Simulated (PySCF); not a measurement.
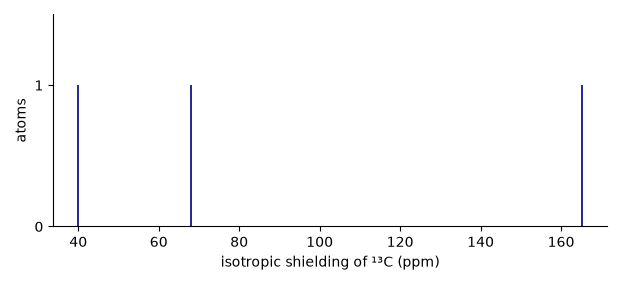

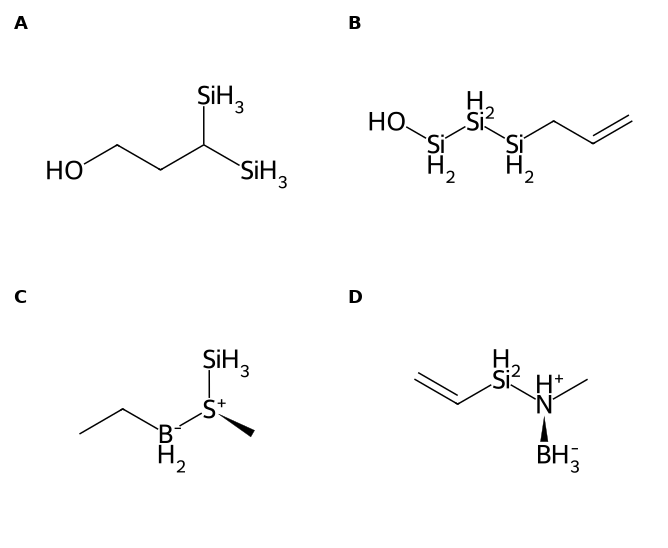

The sticks are computed shieldings of one of the molecules, for one fixed geometry (GFN2-xTB) without averaging over rotations. Low shielding means a high chemical shift. Method: GIAO PBE0/pcSseg-1 NMR shielding, non-relativistic, gas phase (PySCF 2.14.0).

> Match the spectrum to a structure.

B, `C=CC[SiH2][SiH2][SiH2]O`. Its 3 C atoms give lines at 40.0, 68.0, 165.2 ppm.

The geometry is semi-empirical. Around B, Si such bond lengths and angles can be off by a tenth of an ångström or more and by several degrees, and values that hang on the shape move with them.
